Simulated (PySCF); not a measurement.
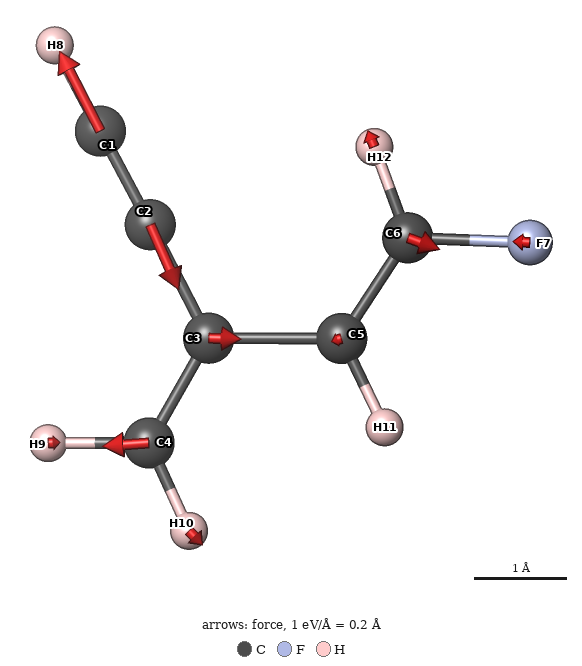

Starting geometry of C₆H₅F with the computed forces as red arrows. A ball-and-stick model, seen at a tilt.

The start comes from GFN2-xTB. Its atoms were then displaced at random by about 0.01 Å.

Method: PBE0-D3(BJ)/def2-SVP geometry optimisation, gas phase in PySCF. 

Question: Is this structure relaxed? If not, where do the atoms go?

Answer: It isn't relaxed: the largest force vector, on C1, is 5.00 eV/Å. The final displacements follow the starting forces only in part (cosine between the two patterns 0.53). After 8 geometry steps the energy has fallen by 21.6 kJ/mol. H8 moves most after the best rigid fit: 0.052 Å. By element the largest moves are H 0.052 Å, C 0.051 Å, F 0.011 Å. Some distances before and after: C1–C2 1.171 → 1.213 Å, C6–F7 1.354 → 1.325 Å, C2–C3 1.407 → 1.435 Å, C4–H10 1.064 → 1.093 Å. Bond angles that change, for instance: C3–C4–H10 125.6° → 120.6°, H9–C4–H10 114.7° → 118.2°, C2–C3–C4 122.8° → 120.2°.
